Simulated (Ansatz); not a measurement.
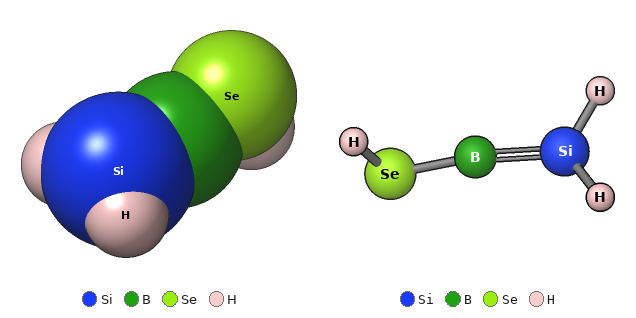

Two views of one molecule.

Computed geometry: PBE0-D4/def2-TZVP optimisation. No frequency run is at hand to confirm it as a minimum.

> Which formula does it have?

BH3SeSi, 6 atoms: 1 boron, 3 hydrogen, 1 selenium and 1 silicon.

> How many bonds of each kind are drawn?

2 Si–H, 1 B–Si, 1 B–Se, 1 Se–H.

The parts below concern this one geometry. Atoms keep their numbers from picture to picture.

**Electronic properties**

No frequency run is at hand to confirm it as a minimum. Method: RKS PBE0-D4/def2-TZVPP (Ansatz 0.2.0).

> Give the HOMO energy (Kohn–Sham orbital) at this level.

−5.76 eV.

> Estimate the LUMO energy (Kohn–Sham orbital).

−2.16 eV.

**Dipole moment**

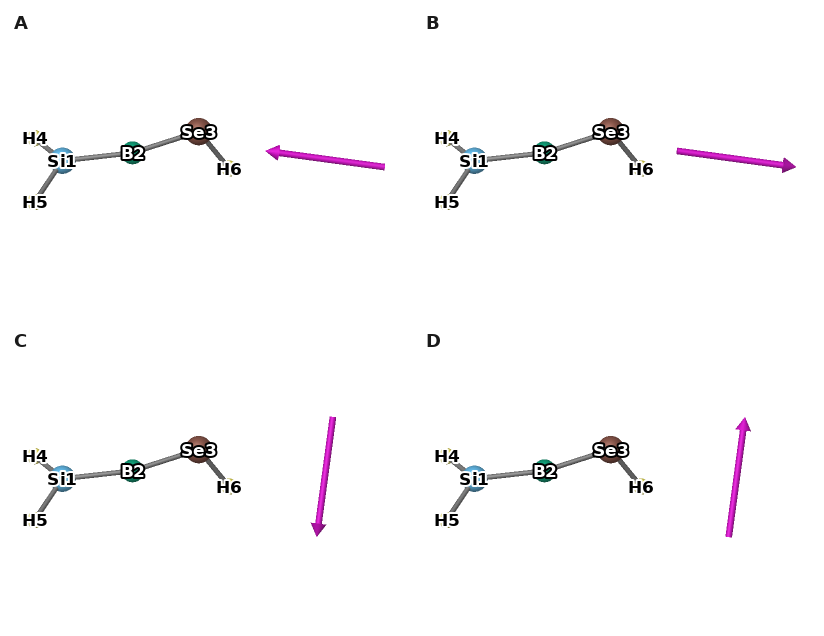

The same molecule four times, each with an arrow. No frequency run is at hand to confirm it as a minimum. Properties computed with RKS PBE0-D4/def2-TZVP (Ansatz 0.2.0).

> Which arrow points along the dipole moment, from the negative to the positive end?

B. The dipole moment is 1.01 D; it points from the side of H4, H5 to the side of H6 (the outermost atoms at the two ends).

**Charges**

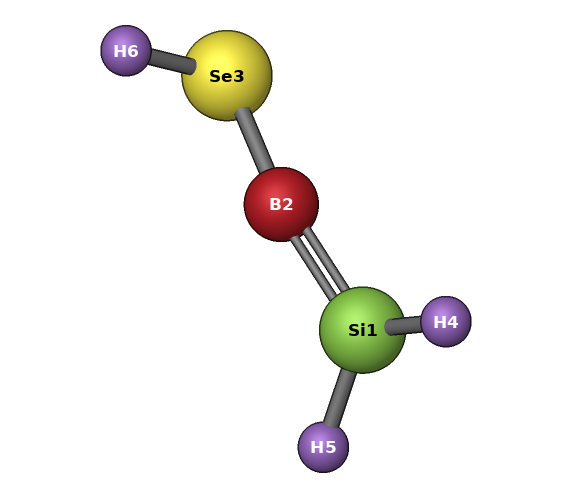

The questions are on Mulliken charges. No frequency run is at hand to confirm it as a minimum. Method: RKS PBE0-D4/def2-TZVP (Ansatz 0.2.0).

Give the Mulliken charges atom by atom.

| atom | value (e) |
| --- | --- |
| Si1 | −0.12 |
| B2 | −0.06 |
| Se3 | 0.02 |
| H4 | 0.02 |
| H5 | 0.02 |
| H6 | 0.13 |

Mulliken values depend strongly on the basis set and can even reverse the polarity of a bond.
